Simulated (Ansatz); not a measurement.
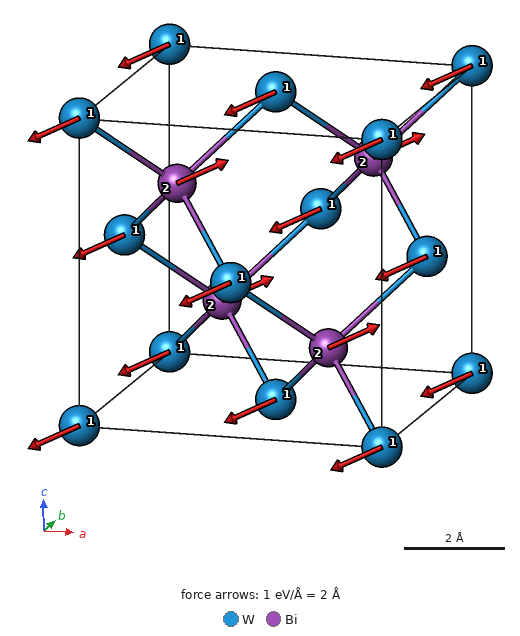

A changed version of crystalline BiW (built on the zincblende type), with the computed forces as red arrows. Besides, the cell is strained by +1.9 % along [0 1 1], +0.5 % roughly along [3 1 −1], −1.7 % along [1 −2 2] (volume +0.6 %). The picture is a ball-and-stick view of the conventional cell (4 times the calculation's cell), seen slightly off an axis. Lengths and directions refer to the drawn axes.

Computed with Ansatz 0.2.0, DFT PBE, scalar-relativistic, plane waves, PAW. (plane-wave cutoff 420 eV; k-point mesh 10 × 10 × 10; occupations gaussian; smearing width 0.05 eV; no spin polarisation)

**Where do the forces point?**

Atoms are displaced by 0.02 Å relative to the cell: Bi2 0.02 Å along [0 −3 −2], W1 0.02 Å along [0 3 2]. No relaxation follows. Energy change: +7.4 meV per atom. Pressure: 0.0 GPa before, −0.3 GPa after. The principal stresses (compression positive) are 1.3 GPa roughly along [1 −2 1], 0.4 GPa along [1 0 −1], −2.7 GPa along [1 1 1]. The largest forces, 0.62 eV/Å, act on W1 and Bi2; on Bi2 it points along [2 0 1]. Near-neighbour distances before and after: Bi–W 2.744 → 2.706 to 2.812 Å. The space group (tolerance 0.01 Å) goes from F-43m (No. 216) to P1 (No. 1).
